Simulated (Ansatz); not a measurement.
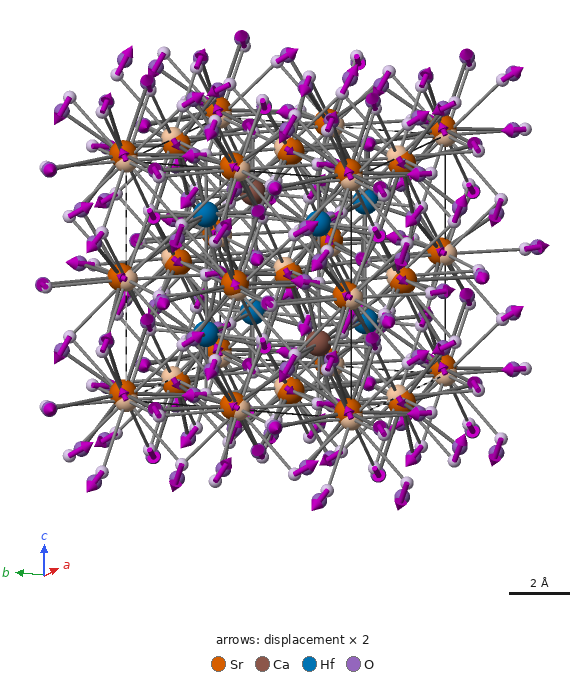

This is a relaxation of a defect cell of composition Sr₈Ca₂Hf₆O₂₄. The starting structure is drawn faded, the final one solid; purple arrows show the displacements, magnified 2 times.

Style: ball-and-stick. Shown: the cell of the calculation, from a free direction.

The calculation used Ansatz, DFT, PBEsol, PAW, plane waves. Set-up: plane-wave cutoff 420 eV; k-point mesh 1 × 1 × 1; mesh shifted by (0.25, 0.25, 0.25); no spin polarisation; atoms relaxed in a fixed cell; force threshold 0.03 eV/Å; at most 80 steps.

What did the optimiser do to the structure, and how much energy did it gain?

After 13 geometry steps the energy has fallen by 4.770 eV per cell of the calculation. The largest force component goes from 3 to 0.021 eV/Å. The largest moves, 0.58 Å, are those of O atoms. By element the largest moves are O 0.58 Å, Sr 0.25 Å, Ca 0.06 Å, Hf 0.04 Å. The cell stays as it was. Among the contacts that change: O–Sr 2.914 → 3.620 Å, O–Sr 2.864 → 3.559 Å, O–Sr 2.886 → 3.577 Å, O–Sr 2.939 → 3.628 Å. Among the angles between lasting bonds that change: Ca–O–Hf 179.0° → 149.3°, Ca–O–Hf 178.5° → 150.3°, Ca–O–Hf 178.9° → 150.8°. The run took 70 s on 7 threads of Arm Neoverse-V2, peak memory 1.3 GiB.

Limits of the set-up: the periodic images lie only 8.2 Å apart, so the values are limited by the cell's size.
